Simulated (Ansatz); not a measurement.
# Run report: In3Sb2 (charge +1), geometry relaxation

In3Sb2, charge +1, computed with RKS r2SCAN-D4/def2-SVP (Ansatz 0.2.0).

The geometry: GFN1-xTB start. Figures and captions count atoms from 1; the log counts them from 0 in places.

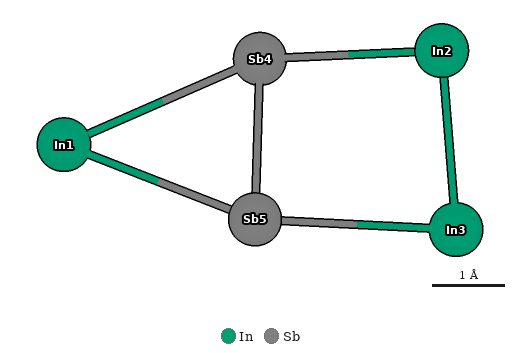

Fig. 1: The structure as given in the input (ball-and-stick view, seen on its broad side; atoms are numbered from 1 in the order of the input). Sticks mark near contacts.

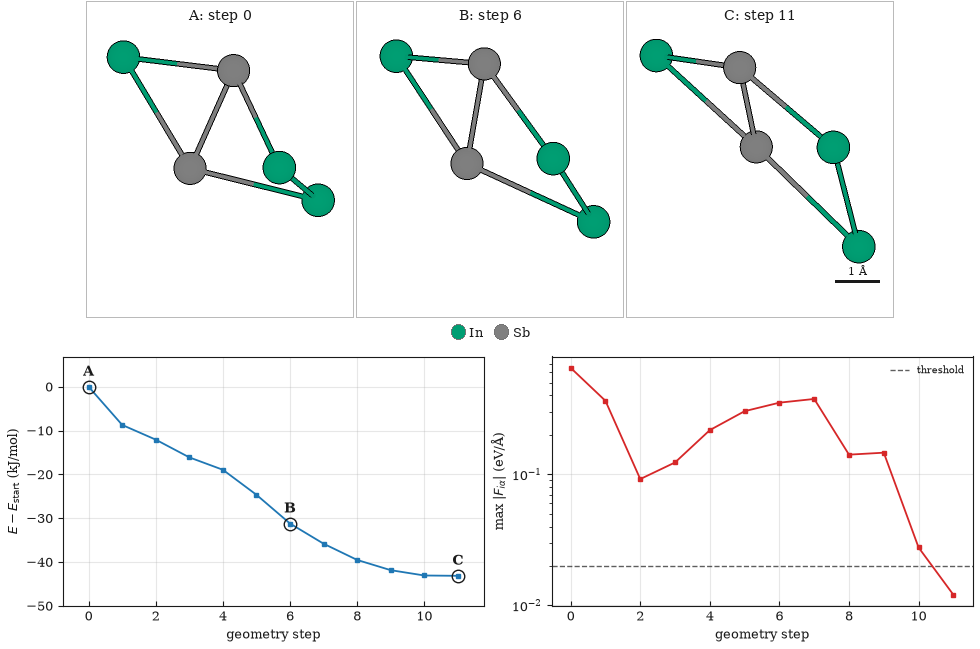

Fig. 2: Frames of the relaxation (ball-and-stick view, seen at a tilt) above the curves, on which the letters mark them (the first geometry is step 0 here and step 1 in the log).

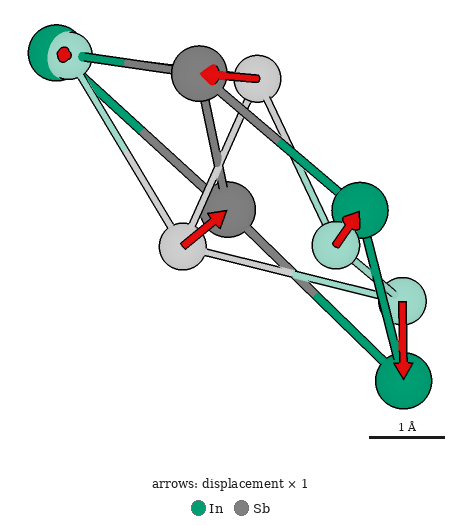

Fig. 3: Start (faint) and end (solid) with the displacements as red arrows, at true length (ball-and-stick view, seen at a tilt). The two geometries are laid on each other by the best rigid fit. The atom that moves furthest after the best rigid fit is In3 (1.07 Å). By element the largest moves are In 1.07 Å, Sb 1.05 Å. Distances before and after: In2–In3 2.840 → 3.286 Å, In3–Sb5 3.062 → 3.323 Å, In1–Sb4 3.053 → 3.208 Å, In1–Sb5 3.043 → 3.189 Å. Among the angles that change: In3–Sb5–Sb4 78.6° → 120.0°, In1–Sb5–In3 135.1° → 174.4°, In3–In2–Sb4 77.2° → 113.7°. The energy falls by 43.1 kJ/mol in 11 geometry steps. The largest force component goes from 0.65 to 0.012 eV/Å. (Atoms are counted from 1 in the order of the input.)

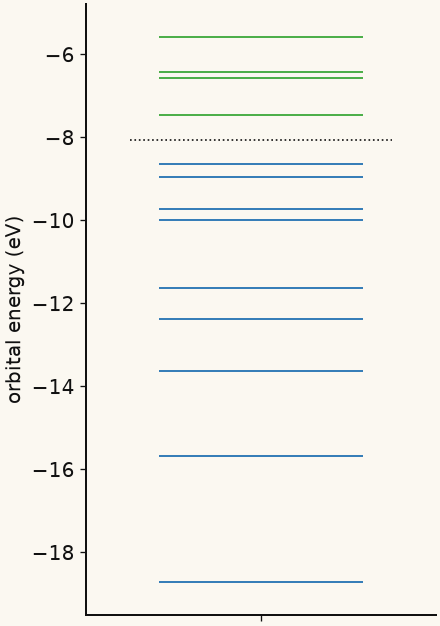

Fig. 4: Orbital energies near the frontier; the dotted line parts filled from empty levels, and levels within 0.02 eV of each other stand side by side. Highest filled −8.65 eV, lowest empty −7.45 eV, 1.20 eV apart.

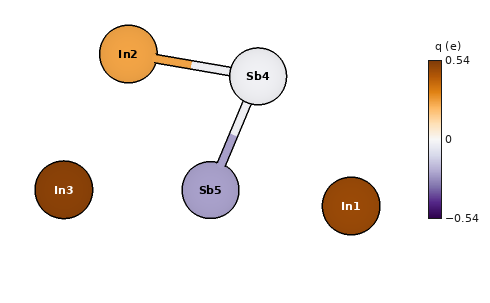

Fig. 5: Mulliken charges, as the colour of each atom (ball-and-stick view, seen at a tilt; atoms are numbered from 1 in the order of the input). By element: In +0.26 to +0.51 and Sb −0.23 to −0.02 e.

The input that produced these results follows, with the program's output.

### The input
```yaml
crystal:
  periodic: [false, false, false]
  atoms:
    - {symbol: In, position_ang: [1.590360, 2.836170, 0.278760]}
    - {symbol: In, position_ang: [-1.168850, -1.927080, 1.205260]}
    - {symbol: In, position_ang: [-0.970680, -1.815920, -1.625620]}
    - {symbol: Sb, position_ang: [1.263120, -0.159930, 0.768580]}
    - {symbol: Sb, position_ang: [-0.713950, 1.066760, -0.626990]}
basis:
  gaussian: {orbitals: def2-SVP}
total_charge: 1
hamiltonian: {xc: r2scan, dispersion: d4}
scf: {lower_state_search: "off"}
output: {orbitals: {seedname: orbitals}}
relax: {f_tol: 0.02, max_steps: 100}
```

Command:
```bash
ansatz run in.yaml --threads 4 --pin off --events-out ev --progress --plain --max-ram 4787MiB
```

### Log
```
Functional definition: r2SCAN
  name "r2SCAN"
  cite "Furness, Kaplan, Ning, Perdew & Sun, J. Phys. Chem. Lett. 11, 8208 (2020) doi:10.1021/acs.jpclett.0c02405"
  cite "Furness, Kaplan, Ning, Perdew & Sun, J. Phys. Chem. Lett. 11, 9248 (2020) doi:10.1021/acs.jpclett.0c03077"
  parent r2scan
  parameter k0 = 0.174
  parameter k1 = 0.065
  parameter a1 = 4.9479
  exchange = r2scan_x(k0 = k0, k1 = k1, a1 = a1)
  correlation = r2scan_c
these checks for a lower state are left out or cut short: stability, starts, cluster_reference, orbital_swaps, neighbouring_geometries, increment
1580 factors; their error is unknown
mean field evaluation 1: about -28600.9837 eV, gradient 3.0e1 eV
mean field evaluation 2: about -28557.3943 eV, gradient 9.2e1 eV
mean field evaluation 4: about -28604.6297 eV, gradient 1.0e1 eV
mean field evaluation 8: about -28605.1779 eV, gradient 2.0e-1 eV
mean field evaluation 16: about -28605.1755 eV, gradient 6.5e-4 eV
mean field -28605.17548794 eV, -1051.2208098976 hartree, gradient 2.2e-6 eV, S^2 0.000000; 0 other end points of the search recorded, 0 dependent functions left out
the calculation of the forces begins
reference -28605.17550092 eV, -1051.2208103745 hartree; 54, 54 occupied and 76, 76 virtual orbitals, 1580 factors
relax step   1: F+E_penalty+E_count = -28605.24077582 eV  Δ(F+E_penalty+E_count) = +0.000e0 eV  max|allowed force component| = 6.501e-1 eV/Å  Δτ_max = 0.0000 Å  (21 SCF iters, accepted)
these checks for a lower state are left out or cut short: stability, starts, cluster_reference, orbital_swaps, neighbouring_geometries, increment
1580 factors; their error is unknown
mean field evaluation 32: about -28605.2653 eV, gradient 1.6e-5 eV
mean field -28605.26534825 eV, -1051.2241122031 hartree, gradient 2.2e-6 eV, S^2 0.000000; 0 other end points of the search recorded, 0 dependent functions left out
the calculation of the forces begins
reference -28605.26536147 eV, -1051.2241126888 hartree; 54, 54 occupied and 76, 76 virtual orbitals, 1580 factors
relax step   2: F+E_penalty+E_count = -28605.33109167 eV  Δ(F+E_penalty+E_count) = -9.032e-2 eV  max|allowed force component| = 3.642e-1 eV/Å  Δτ_max = 0.0991 Å  (25 SCF iters, accepted)
these checks for a lower state are left out or cut short: stability, starts, cluster_reference, orbital_swaps, neighbouring_geometries, increment
1580 factors; their error is unknown
mean field -28605.29947427 eV, -1051.2253663110 hartree, gradient 1.9e-6 eV, S^2 0.000000; 0 other end points of the search recorded, 0 dependent functions left out
the calculation of the forces begins
reference -28605.29948755 eV, -1051.2253667991 hartree; 54, 54 occupied and 76, 76 virtual orbitals, 1580 factors
relax step   3: F+E_penalty+E_count = -28605.36589125 eV  Δ(F+E_penalty+E_count) = -3.480e-2 eV  max|allowed force component| = 9.213e-2 eV/Å  Δτ_max = 0.0726 Å  (22 SCF iters, accepted)
these checks for a lower state are left out or cut short: stability, starts, cluster_reference, orbital_swaps, neighbouring_geometries, increment
1580 factors; their error is unknown
mean field -28605.34054749 eV, -1051.2268757239 hartree, gradient 1.4e-6 eV, S^2 0.000000; 0 other end points of the search recorded, 0 dependent functions left out
the calculation of the forces begins
reference -28605.34056086 eV, -1051.2268762154 hartree; 54, 54 occupied and 76, 76 virtual orbitals, 1580 factors
relax step   4: F+E_penalty+E_count = -28605.40780294 eV  Δ(F+E_penalty+E_count) = -4.191e-2 eV  max|allowed force component| = 1.234e-1 eV/Å  Δτ_max = 0.2000 Å  (27 SCF iters, accepted)
these checks for a lower state are left out or cut short: stability, starts, cluster_reference, orbital_swaps, neighbouring_geometries, increment
1580 factors; their error is unknown
mean field -28605.36913777 eV, -1051.2279263976 hartree, gradient 1.6e-6 eV, S^2 0.000000; 0 other end points of the search recorded, 0 dependent functions left out
the calculation of the forces begins
reference -28605.36915120 eV, -1051.2279268911 hartree; 54, 54 occupied and 76, 76 virtual orbitals, 1580 factors
relax step   5: F+E_penalty+E_count = -28605.43715615 eV  Δ(F+E_penalty+E_count) = -2.935e-2 eV  max|allowed force component| = 2.177e-1 eV/Å  Δτ_max = 0.1959 Å  (28 SCF iters, accepted)
these checks for a lower state are left out or cut short: stability, starts, cluster_reference, orbital_swaps, neighbouring_geometries, increment
1580 factors; their error is unknown
mean field evaluation 64: about -28605.4284 eV, gradient 1.7e-6 eV
mean field -28605.42838503 eV, -1051.2301036940 hartree, gradient 1.7e-6 eV, S^2 0.000000; 0 other end points of the search recorded, 0 dependent functions left out
the calculation of the forces begins
reference -28605.42839848 eV, -1051.2301041882 hartree; 54, 54 occupied and 76, 76 virtual orbitals, 1580 factors
relax step   6: F+E_penalty+E_count = -28605.49634005 eV  Δ(F+E_penalty+E_count) = -5.918e-2 eV  max|allowed force component| = 3.036e-1 eV/Å  Δτ_max = 0.1933 Å  (29 SCF iters, accepted)
these checks for a lower state are left out or cut short: stability, starts, cluster_reference, orbital_swaps, neighbouring_geometries, increment
1580 factors; their error is unknown
mean field -28605.49728884 eV, -1051.2326358624 hartree, gradient 2.7e-6 eV, S^2 0.000000; 0 other end points of the search recorded, 0 dependent functions left out
the calculation of the forces begins
reference -28605.49730225 eV, -1051.2326363554 hartree; 54, 54 occupied and 76, 76 virtual orbitals, 1580 factors
relax step   7: F+E_penalty+E_count = -28605.56431500 eV  Δ(F+E_penalty+E_count) = -6.797e-2 eV  max|allowed force component| = 3.526e-1 eV/Å  Δτ_max = 0.1988 Å  (27 SCF iters, accepted)
these checks for a lower state are left out or cut short: stability, starts, cluster_reference, orbital_swaps, neighbouring_geometries, increment
1580 factors; their error is unknown
mean field -28605.54460754 eV, -1051.2343747924 hartree, gradient 1.7e-6 eV, S^2 0.000000; 0 other end points of the search recorded, 0 dependent functions left out
the calculation of the forces begins
reference -28605.54462101 eV, -1051.2343752875 hartree; 54, 54 occupied and 76, 76 virtual orbitals, 1580 factors
relax step   8: F+E_penalty+E_count = -28605.61200405 eV  Δ(F+E_penalty+E_count) = -4.769e-2 eV  max|allowed force component| = 3.764e-1 eV/Å  Δτ_max = 0.1942 Å  (28 SCF iters, accepted)
these checks for a lower state are left out or cut short: stability, starts, cluster_reference, orbital_swaps, neighbouring_geometries, increment
1580 factors; their error is unknown
mean field -28605.58160080 eV, -1051.2357342697 hartree, gradient 9.6e-6 eV, S^2 0.000000; 0 other end points of the search recorded, 0 dependent functions left out
the calculation of the forces begins
reference -28605.58161434 eV, -1051.2357347674 hartree; 54, 54 occupied and 76, 76 virtual orbitals, 1580 factors
relax step   9: F+E_penalty+E_count = -28605.65038702 eV  Δ(F+E_penalty+E_count) = -3.838e-2 eV  max|allowed force component| = 1.415e-1 eV/Å  Δτ_max = 0.2000 Å  (21 SCF iters, accepted)
these checks for a lower state are left out or cut short: stability, starts, cluster_reference, orbital_swaps, neighbouring_geometries, increment
1580 factors; their error is unknown
mean field evaluation 96: about -28605.6080 eV, gradient 1.7e-6 eV
mean field -28605.60797588 eV, -1051.2367035362 hartree, gradient 1.7e-6 eV, S^2 0.000000; 0 other end points of the search recorded, 0 dependent functions left out
the calculation of the forces begins
reference -28605.60798934 eV, -1051.2367040308 hartree; 54, 54 occupied and 76, 76 virtual orbitals, 1580 factors
relax step  10: F+E_penalty+E_count = -28605.67457113 eV  Δ(F+E_penalty+E_count) = -2.418e-2 eV  max|allowed force component| = 1.465e-1 eV/Å  Δτ_max = 0.2000 Å  (28 SCF iters, accepted)
these checks for a lower state are left out or cut short: stability, starts, cluster_reference, orbital_swaps, neighbouring_geometries, increment
1580 factors; their error is unknown
mean field -28605.61941810 eV, -1051.2371240298 hartree, gradient 2.2e-6 eV, S^2 0.000000; 0 other end points of the search recorded, 0 dependent functions left out
the calculation of the forces begins
reference -28605.61943160 eV, -1051.2371245261 hartree; 54, 54 occupied and 76, 76 virtual orbitals, 1580 factors
relax step  11: F+E_penalty+E_count = -28605.68713284 eV  Δ(F+E_penalty+E_count) = -1.256e-2 eV  max|allowed force component| = 2.770e-2 eV/Å  Δτ_max = 0.1734 Å  (21 SCF iters, accepted)
these checks for a lower state are left out or cut short: stability, starts, cluster_reference, orbital_swaps, neighbouring_geometries, increment
1580 factors; their error is unknown
mean field -28605.62006072 eV, -1051.2371476457 hartree, gradient 1.8e-6 eV, S^2 0.000000; 0 other end points of the search recorded, 0 dependent functions left out
the calculation of the forces begins
reference -28605.62007423 eV, -1051.2371481423 hartree; 54, 54 occupied and 76, 76 virtual orbitals, 1580 factors
relax step  12: F+E_penalty+E_count = -28605.68793219 eV  Δ(F+E_penalty+E_count) = -7.994e-4 eV  max|allowed force component| = 1.208e-2 eV/Å  Δτ_max = 0.0514 Å  (22 SCF iters, accepted)
Total energy: -28605.68794571 eV, -1051.2396423730 hartree
Atom 0 at     1.685387     3.045919     0.175032 Å, force    -0.003445     0.000496    -0.000534 eV/Å
Atom 1 at    -0.638108    -2.036958     0.964885 Å, force    -0.002844     0.003830    -0.004578 eV/Å
Atom 2 at    -1.898653    -1.898083    -2.066352 Å, force     0.006381     0.003597     0.012078 eV/Å
Atom 3 at     0.919397     0.331162     1.703981 Å, force    -0.003669    -0.008238    -0.005195 eV/Å
Atom 4 at    -0.068024     0.557960    -0.777556 Å, force     0.003576     0.000315    -0.001770 eV/Å
Dipole moment:    -0.222799    -0.101398    -0.401189 e Å
Checks for a lower state left out: stability, starts, cluster_reference, orbital_swaps, neighbouring_geometries, increment
```

### Trajectory as extended XYZ (Å, eV, eV/Å), 12 frames, from step=1 to step=12
```
5
Properties=species:S:1:pos:R:3:forces:R:3 step=1 energy=-28605.24078
In    1.5904    2.8362    0.2788    0.2595   0.4198   0.0374
In   -1.1688   -1.9271    1.2053   -0.2099  -0.0891   0.5717
In   -0.9707   -1.8159   -1.6256    0.0411  -0.1874  -0.6501
Sb    1.2631   -0.1599    0.7686   -0.0643  -0.0042  -0.1383
Sb   -0.7139    1.0668   -0.6270   -0.0264  -0.1392   0.1793
5
Properties=species:S:1:pos:R:3:forces:R:3 step=2 energy=-28605.33109
In    1.6384    2.9164    0.2789    0.0723   0.1114  -0.0037
In   -1.2159   -1.9404    1.2488    0.0017   0.1114   0.1753
In   -0.9758   -1.8718   -1.7073    0.0524  -0.0089  -0.2425
Sb    1.2646   -0.1432    0.7505    0.2378  -0.2586   0.1783
Sb   -0.7112    1.0390   -0.5709   -0.3642   0.0446  -0.1074
5
Properties=species:S:1:pos:R:3:forces:R:3 step=3 energy=-28605.36589
In    1.6457    2.9224    0.2637    0.0100   0.0013  -0.0162
In   -1.2308   -1.8922    1.2806   -0.0060   0.0761   0.0088
In   -0.9430   -1.8755   -1.7720    0.0080  -0.0307  -0.0921
Sb    1.2844   -0.1696    0.7524    0.0548  -0.0119   0.0407
Sb   -0.7563    1.0148   -0.5248   -0.0668  -0.0348   0.0589
5
Properties=species:S:1:pos:R:3:forces:R:3 step=4 energy=-28605.40780
In    1.6654    2.9060    0.1188   -0.0004   0.0131  -0.0096
In   -1.2237   -1.8478    1.2238    0.1234   0.0448  -0.0520
In   -0.9652   -1.8796   -1.9357   -0.0805   0.0407   0.0095
Sb    1.3176   -0.1202    0.9433   -0.0969  -0.0100   0.0943
Sb   -0.7942    0.9416   -0.3503    0.0544  -0.0887  -0.0422
5
Properties=species:S:1:pos:R:3:forces:R:3 step=5 energy=-28605.43716
In    1.6766    2.9016    0.0298   -0.0243  -0.0178   0.0037
In   -1.1685   -1.8372    1.1678    0.1692  -0.0959  -0.0013
In   -1.0473   -1.8791   -2.0418   -0.1090   0.0818   0.0804
Sb    1.3188   -0.0661    1.1317   -0.2177   0.0127   0.0632
Sb   -0.7796    0.8808   -0.2875    0.1818   0.0193  -0.1461
5
Properties=species:S:1:pos:R:3:forces:R:3 step=6 energy=-28605.49634
In    1.6946    2.9011   -0.0278   -0.0260  -0.0517   0.0321
In   -1.0745   -1.8867    1.1228    0.1602  -0.0708   0.0037
In   -1.1597   -1.8611   -2.0917   -0.1046   0.0844   0.0817
Sb    1.2714   -0.0066    1.3094   -0.3036   0.0950  -0.0627
Sb   -0.7318    0.8533   -0.3128    0.2741  -0.0569  -0.0548
5
Properties=species:S:1:pos:R:3:forces:R:3 step=7 energy=-28605.56431
In    1.7213    2.8994   -0.0295   -0.0121  -0.0522   0.0493
In   -0.9130   -1.9241    1.0840   -0.1142  -0.2501  -0.0706
In   -1.3140   -1.8505   -2.1096   -0.0976   0.0115   0.0460
Sb    1.1618    0.0564    1.4629   -0.0330   0.3526  -0.0967
Sb   -0.6560    0.8188   -0.4077    0.2568  -0.0619   0.0720
5
Properties=species:S:1:pos:R:3:forces:R:3 step=8 energy=-28605.61200
In    1.7479    2.9316   -0.0257   -0.0378  -0.0617   0.0577
In   -0.8284   -2.0174    1.0279    0.1420   0.1199   0.0552
In   -1.4852   -1.8548   -2.1206   -0.0723  -0.0056  -0.0384
Sb    1.1080    0.1747    1.6071   -0.3743   0.0630  -0.3764
Sb   -0.5424    0.7660   -0.4887    0.3423  -0.1156   0.3019
5
Properties=species:S:1:pos:R:3:forces:R:3 step=9 energy=-28605.65039
In    1.7286    3.0133    0.0636   -0.0336  -0.0960   0.0523
In   -0.8054   -2.0138    1.0269    0.1293   0.1313   0.0073
In   -1.6267   -1.9144   -2.1174   -0.0474   0.0270  -0.0135
Sb    1.0804    0.1995    1.6160   -0.1415   0.0408  -0.1212
Sb   -0.3770    0.7153   -0.5892    0.0932  -0.1033   0.0751
5
Properties=species:S:1:pos:R:3:forces:R:3 step=10 energy=-28605.67457
In    1.7396    2.9639    0.1292    0.0262   0.1254  -0.0318
In   -0.6484   -2.0237    0.9648    0.0216  -0.0027   0.0590
In   -1.7937   -1.9129   -2.1048   -0.0217  -0.0112   0.0080
Sb    0.9590    0.3372    1.6952   -0.1063  -0.1465  -0.0546
Sb   -0.2564    0.6356   -0.6844    0.0803   0.0349   0.0194
5
Properties=species:S:1:pos:R:3:forces:R:3 step=11 energy=-28605.68713
In    1.6939    3.0397    0.1667   -0.0047  -0.0056   0.0057
In   -0.6558   -2.0321    0.9747   -0.0037  -0.0045  -0.0098
In   -1.8631   -1.9010   -2.0685   -0.0188  -0.0121  -0.0120
Sb    0.9369    0.3129    1.6901    0.0074   0.0277  -0.0045
Sb   -0.1119    0.5805   -0.7630    0.0198  -0.0055   0.0206
5
Properties=species:S:1:pos:R:3:forces:R:3 step=12 energy=-28605.68793
In    1.6854    3.0459    0.1750   -0.0034   0.0005  -0.0005
In   -0.6381   -2.0370    0.9649   -0.0028   0.0038  -0.0046
In   -1.8987   -1.8981   -2.0664    0.0064   0.0036   0.0121
Sb    0.9194    0.3312    1.7040   -0.0037  -0.0082  -0.0052
Sb   -0.0680    0.5580   -0.7776    0.0036   0.0003  -0.0018
```

### Key numbers

```csv
quantity,value
outcome,converged
total energy,−28605.6879 eV
mean-field energy,−28605.6201 eV
dispersion energy,−0.0679 eV
HOMO,−8.65 eV
LUMO,−7.45 eV
largest force (length of the vector) at the end,0.014 eV/Å
hardware,"4 threads of Arm Neoverse V1, 23 GiB of memory available, shared host"
wall time,43 s (CPU time 2.7 min)
peak memory,0.23 GiB
```
